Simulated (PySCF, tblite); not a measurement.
# C₄H₆ClSi radical: geometry, infrared bands and EPR parameters

Wanted: the infrared bands and EPR parameters of C₄H₆ClSi radical (`C=[C]/C(Cl)=C\[SiH3]`), by calculation.

Programs: tblite 0.8.0 and PySCF 2.14.0, with density-fitted response routines of our own. Each step states its level of theory. These are calculated values for one molecule in the gas phase, unless marked as measured. Atoms are numbered from 0 throughout.

### 1 The starting structure

12 atoms, charge 0, multiplicity 2; geometry from: force field or distance geometry start.

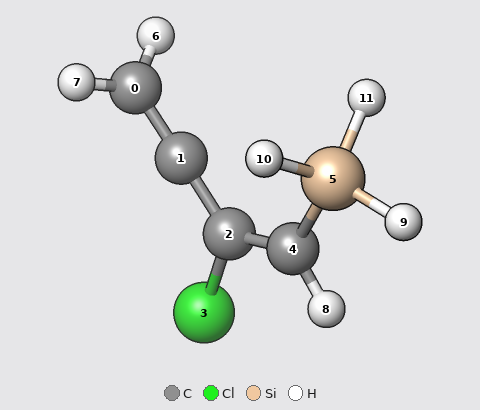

As it starts; carbon grey, chlorine green, silicon light orange, hydrogen white, atoms numbered; sticks join atoms by distance.

### 2 Geometry optimisation with GFN2-xTB

What the job is given:

```
{"job": {"kind": "relax", "xc": "GFN2-xTB", "basis": "xTB"}, "charge": 0, "multiplicity": 2}
C      2.163900    -0.982900    -0.529400
C      1.235400    -0.061700    -0.661200
C      0.252400     0.934200    -0.787800
Cl     0.610400     2.230900    -1.900600
C     -0.927100     0.941900    -0.132300
Si    -1.564100    -0.273400     1.059100
H      2.161500    -1.843500    -1.183300
H      2.946800    -0.874000     0.215900
H     -1.619800     1.751500    -0.311200
H     -2.909000     0.149300     1.526100
H     -0.667600    -0.357100     2.241100
H     -1.681500    -1.616000     0.437400
```

Launch:

```sh
OMP_NUM_THREADS=1 python probes_run.py task.json out
```

The driver reads the jobs from task.json and runs them one after another.

Standard output:

```text
step      E/eV     max force
  0    -483.57259    2.970
  1    -483.72030    0.636
  2    -483.74333    0.432
  3    -483.75656    0.383
  4    -483.76495    0.503
  5    -483.77145    0.221
  6    -483.77571    0.199
  7    -483.77771    0.148
  8    -483.77965    0.144
  9    -483.78194    0.187
 10    -483.78343    0.110
 11    -483.78428    0.071
 12    -483.78485    0.074
 13    -483.78533    0.093
 14    -483.78566    0.057
 15    -483.78587    0.038
 16    -483.78604    0.038
 17    -483.78622    0.054
 18    -483.78637    0.041
 19    -483.78647    0.026
 20    -483.78654    0.020
 21    -483.78661    0.031
 22    -483.78670    0.043
 23    -483.78681    0.043
 24    -483.78691    0.027
 25    -483.78698    0.017
 26    -483.78701    0.020
 27    -483.78704    0.022
 28    -483.78707    0.020
 29    -483.78710    0.022
 30    -483.78715    0.025
 31    -483.78718    0.020
 32    -483.78721    0.016
 33    -483.78725    0.020
 34    -483.78729    0.022
 35    -483.78733    0.019
 36    -483.78737    0.017
 37    -483.78740    0.016
 38    -483.78743    0.021
 39    -483.78748    0.024
 40    -483.78754    0.021
 41    -483.78759    0.020
 42    -483.78762    0.018
 43    -483.78766    0.017
 44    -483.78771    0.023
 45    -483.78776    0.020
 46    -483.78779    0.013
 47    -483.78780    0.011
 48    -483.78781    0.009
```

Wall time 0.28 s (1 thread of Arm Neoverse V1, shared host).

Step by step: (not every step is listed)

| step | energy from step 0 (eV) | largest force (eV/Å) |
| --- | --- | --- |
| 0 | 0.0000 | 2.9699 |
| 1 | -0.1477 | 0.6356 |
| 2 | -0.1707 | 0.4319 |
| 3 | -0.1840 | 0.3826 |
| 4 | -0.1924 | 0.5030 |
| 5 | -0.1989 | 0.2208 |
| 6 | -0.2031 | 0.1994 |
| 7 | -0.2051 | 0.1478 |
| 8 | -0.2071 | 0.1438 |
| 11 | -0.2117 | 0.0708 |
| 14 | -0.2131 | 0.0567 |
| 17 | -0.2136 | 0.0536 |
| 20 | -0.2140 | 0.0201 |
| 23 | -0.2142 | 0.0427 |
| 26 | -0.2144 | 0.0199 |
| 29 | -0.2145 | 0.0222 |
| 32 | -0.2146 | 0.0157 |
| 35 | -0.2147 | 0.0192 |
| 38 | -0.2148 | 0.0212 |
| 41 | -0.2150 | 0.0203 |
| 43 | -0.2151 | 0.0169 |
| 44 | -0.2151 | 0.0230 |
| 45 | -0.2152 | 0.0200 |
| 46 | -0.2152 | 0.0130 |
| 47 | -0.2152 | 0.0112 |
| 48 | -0.2152 | 0.0089 |

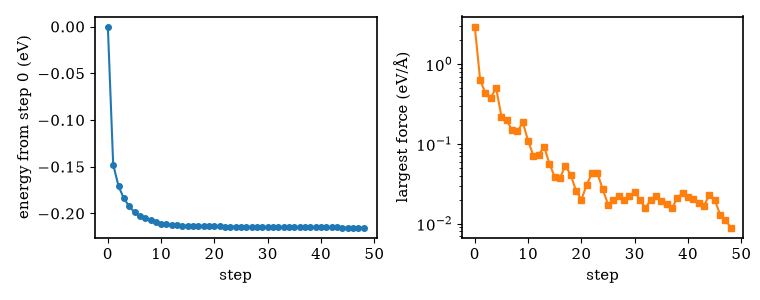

Energy and force, step by step.

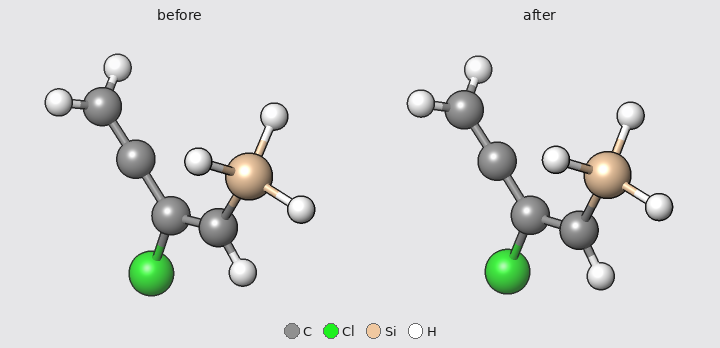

Before and after, at one scale.

Distances of close pairs at the start and the end, largest changes first:

| bond | before (Å) | after (Å) | change (Å) |
| --- | --- | --- | --- |
| C1–C2 | 1.405 | 1.339 | -0.066 |
| C4–Si5 | 1.817 | 1.865 | +0.048 |
| C2–C4 | 1.349 | 1.379 | +0.029 |
| C0–C1 | 1.315 | 1.288 | -0.027 |
| C2–Cl3 | 1.746 | 1.770 | +0.024 |
| Si5–H9 | 1.485 | 1.463 | -0.022 |
| Si5–H10 | 1.486 | 1.467 | -0.019 |
| Si5–H11 | 1.484 | 1.467 | -0.017 |

The end geometry stands in the next job.

### 3 Infrared spectrum with GFN2-xTB

What the job is given:

```
{"job": {"kind": "ir", "xc": "GFN2-xTB", "basis": "xTB"}, "charge": 0, "multiplicity": 2}
C      2.092506    -0.940602    -0.519265
C      1.179371    -0.039773    -0.634110
C      0.252505     0.915049    -0.779943
Cl     0.688462     2.198980    -1.917916
C     -0.967662     0.978651    -0.141003
Si    -1.543958    -0.309737     1.077784
H      2.117594    -1.822621    -1.145782
H      2.881978    -0.874207     0.217901
H     -1.596337     1.822862    -0.376864
H     -2.870921     0.093782     1.542303
H     -0.618064    -0.394925     2.212288
H     -1.614277    -1.628145     0.438579
```

Standard output:

```text
mode    cm-1     km/mol
  1      53.5      0.17
  2      93.2      0.08
  3     109.8      0.24
  4     170.5      4.01
  5     177.0      0.24
  6     286.5      1.73
  7     430.0      0.09
  8     443.4      1.46
  9     475.2      0.08
 10     523.6     63.19
 11     534.8     59.70
 12     633.5     19.87
 13     681.3     36.15
 14     774.7    172.37
 15     779.6    243.76
 16     800.3    106.43
 17     809.8    309.33
 18     864.4     30.65
 19     925.2      4.12
 20    1018.7     28.84
 21    1246.5     47.83
 22    1334.9     73.95
 23    1408.8     41.74
 24    1958.1     55.90
 25    2219.9    372.21
 26    2235.3    142.64
 27    2269.7    287.07
 28    3008.4      3.15
 29    3020.3      8.96
 30    3088.2      7.50
```

Wall time 0.35 s (1 thread of Arm Neoverse V1, shared host).

Which atoms move in the most intense modes:

| cm⁻¹ | km/mol | atoms |
| --- | --- | --- |
| 775 | 172.4 | H9 58 %, H10 18 %, H11 17 % |
| 780 | 243.8 | H9 26 %, H11 24 %, H10 23 %, C4 18 % |
| 800 | 106.4 | H11 46 %, H10 46 % |
| 810 | 309.3 | Si5 29 %, C4 29 %, H9 11 % |
| 1335 | 74.0 | C4 32 %, C2 22 %, H7 20 %, H6 20 % |
| 2220 | 372.2 | H11 49 %, H10 47 % |
| 2235 | 142.6 | H10 49 %, H11 48 % |
| 2270 | 287.1 | H9 96 % |

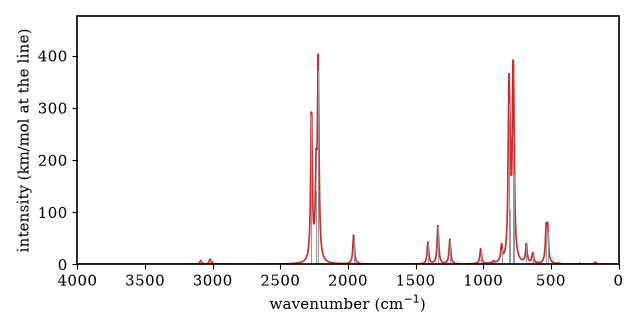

The infrared spectrum from these modes, unscaled. Lines are broadened to a width of 14 cm⁻¹ (Lorentzian).

### 4 g tensor and hyperfine couplings: B3LYP/pcH-1

Same as in step 3 but for these lines:

```diff
@@ -1,2 +1,2 @@
-{"job": {"kind": "ir", "xc": "GFN2-xTB", "basis": "xTB"}, "charge": 0, "multiplicity": 2}
+{"job": {"kind": "epr", "basis": "pcH-1"}, "charge": 0, "multiplicity": 2}
 C      2.092506    -0.940602    -0.519265
```

Method: UKS B3LYP, pcH-1 on C Cl H Si, non-relativistic, mean-field spin-orbit, GIAO.

Standard output:

```text
UKS, coarse grid
  cycle   1  E = -905.61017401  |g| = 2.91e-01
  cycle   2  E = -905.59533441  |g| = 3.30e-01
  cycle   3  E = -905.64209373  |g| = 9.76e-02
  cycle   4  E = -905.64641148  |g| = 4.32e-02
  cycle   5  E = -905.64742700  |g| = 1.13e-02
  cycle   6  E = -905.64752161  |g| = 5.60e-03
  cycle   7  E = -905.64755897  |g| = 1.78e-03
  cycle   8  E = -905.64756441  |g| = 1.21e-03
  cycle   9  E = -905.64756410  |g| = 4.05e-04
UKS, final grid
  cycle   1  E = -905.64754132  |g| = 4.92e-04
  cycle   2  E = -905.64754117  |g| = 8.24e-04
  cycle   3  E = -905.64754156  |g| = 1.19e-04
  cycle   4  E = -905.64754159  |g| = 9.36e-05
  cycle   5  E = -905.64754162  |g| = 4.08e-05
  cycle   6  E = -905.64754162  |g| = 1.07e-05
E = -905.64754162 Eh   <S^2> = 0.7749 (exact 0.7500)
g shifts (ppm)      1          2          3
  rmc          -130       -130       -130
  gc             32          1         22
  oz_so        -361         39        288
  total        -458        -90        180
hyperfine (MHz)  atom isotope    a_iso     a_fc   dipolar eigenvalues
    0   13C     -38.81     -38.81     -9.58      2.68      6.90
    1   13C      48.19      48.29    -51.10    -38.42     89.52
    2   13C     -55.71     -55.64    -27.22     10.75     16.47
    3  35Cl      -1.01      -1.09     -6.22      1.00      5.23
    4   13C      56.79      56.86    -51.96    -50.66    102.63
    5  29Si      29.53      29.57     -1.56     -0.44      2.00
    6    1H     109.19     109.19     -3.08     -2.17      5.25
    7    1H     109.13     109.13     -3.08     -2.17      5.25
    8    1H     -40.63     -40.64    -25.39     -0.23     25.63
    9    1H      -0.95      -0.95     -2.42     -2.03      4.45
   10    1H      35.25      35.25     -2.19     -1.53      3.73
   11    1H      35.38      35.38     -2.19     -1.53      3.72
```

Run time: 66 s. Hardware: 1 thread of Arm Neoverse V1, shared host; peak memory 0.86 GiB.

Principal g values 2.00186, 2.00223, 2.00250; g(iso) = 2.00220, against 2.00232 for a free electron.

Hyperfine couplings; where a row names several nuclei, a(iso) is their mean (it holds for fast rotation or exchange) and the dipolar term the largest among them:

| nuclei | isotope | a(iso) (MHz) | a(iso) (G, at g = 2.0023) | largest dipolar term (MHz) |
| --- | --- | --- | --- | --- |
| H6, H7 | 1H | 109.2 | 39.0 | 5.3 |
| C4 | 13C | 56.8 | 20.3 | 102.6 |
| C2 | 13C | -55.7 | -19.9 | -27.2 |
| C1 | 13C | 48.2 | 17.2 | 89.5 |
| H8 | 1H | -40.6 | -14.5 | 25.6 |
| C0 | 13C | -38.8 | -13.8 | -9.6 |
| Si5 | 29Si | 29.5 | 10.5 | 2.0 |
| H9, H10, H11 | 1H | 23.2 | 8.3 | 4.5 |
| Cl3 | 35Cl | -1.0 | -0.4 | -6.2 |

Mulliken spin populations:

| atom | value (e) |
| --- | --- |
| C0 | -0.11 |
| C1 | 0.57 |
| C2 | -0.23 |
| Cl3 | 0.00 |
| C4 | 0.70 |
| Si5 | -0.03 |
| H6 | 0.05 |
| H7 | 0.05 |
| H8 | -0.03 |
| H9 | 0.00 |
| H10 | 0.02 |
| H11 | 0.02 |

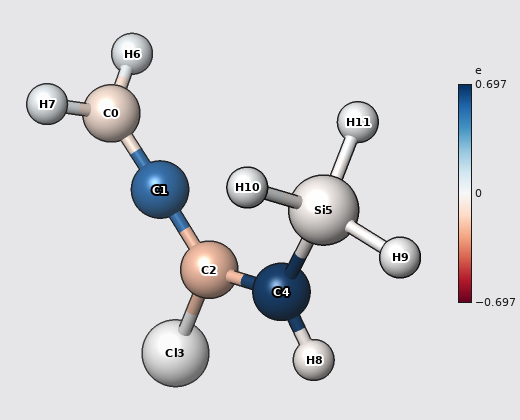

Mulliken spin populations, as colours on the atoms.

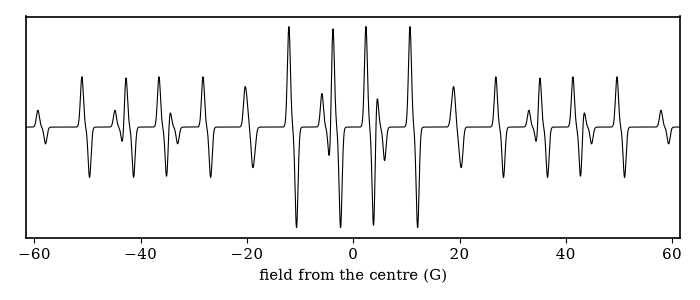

First-order isotropic spectrum (first derivative, main isotopes with spin only, couplings over 0.8 MHz, Gaussian width 0.3 G; couplings of the frozen geometry, rotation of groups not averaged beyond the rows shown).

Orbitals, density, ELF and potential are computed afterwards from the orbital file.

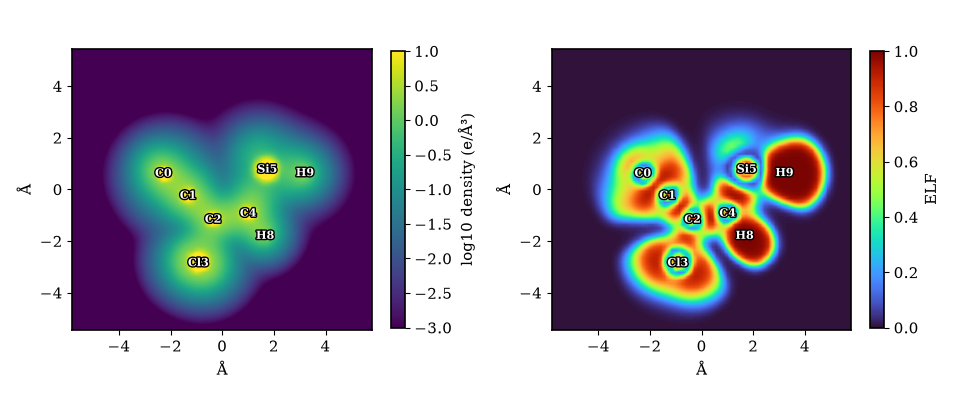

Density (left) and ELF (right) in a plane through or near 8 of the atoms.

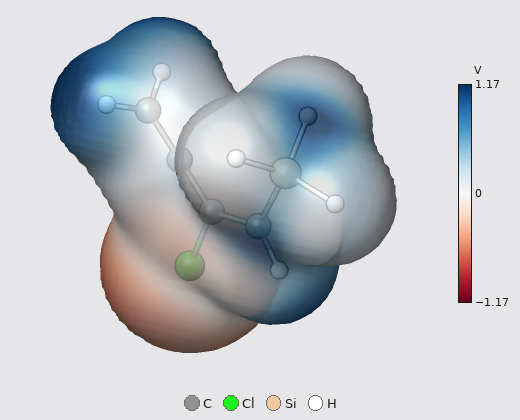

Electrostatic potential on the surface of density 0.002 e/bohr³; red is low, blue high. It runs from -0.60 V near Cl3 to 1.17 V near H6.

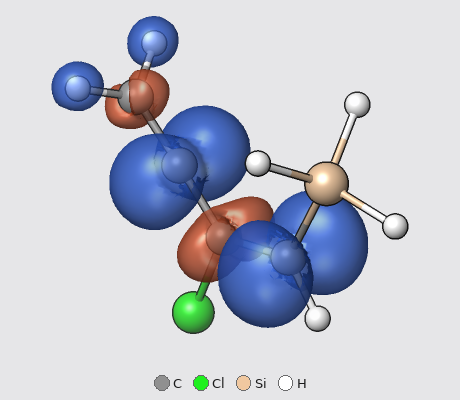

Spin density at ±0.03 e/Å³ (alpha excess blue, beta excess red).

### 5 What came out

| quantity | value |
| --- | --- |
| strongest single infrared mode (GFN2-xTB) | 2220 cm⁻¹, 372 km/mol |
| zero-point energy (GFN2-xTB) | 46.3 kcal/mol |
| g(iso) (B3LYP) | 2.00220 |
| ⟨S²⟩ | 0.775 (exact 0.75) |
| largest a(iso) (averaged by class) | 1H on H6, H7, 109.2 MHz |
| potential on the surface of density 0.002 e/bohr³, 1st and 99th percentile | -0.60 V and 1.17 V |

In words: The optimisation took 48 steps and gained 0.215 eV; among the close pairs (by a distance rule), C1–C2 changed most, from 1.405 to 1.339 Å. All 30 modes are real, so the xTB geometry is a minimum. The strongest single mode, at 2220 cm⁻¹, moves mainly H11 and H10. Unscaled tight-binding wavenumbers are off by several per cent, some by more. Its intensities can rank the bands wrongly. The largest spin populations lie on C4 (0.70 e), C1 (0.57 e). The isotropic g lies 0.1 ppt below the free-electron value. The conformer search found further structures of the same energy, which may be mirror or relabelled copies of this one.
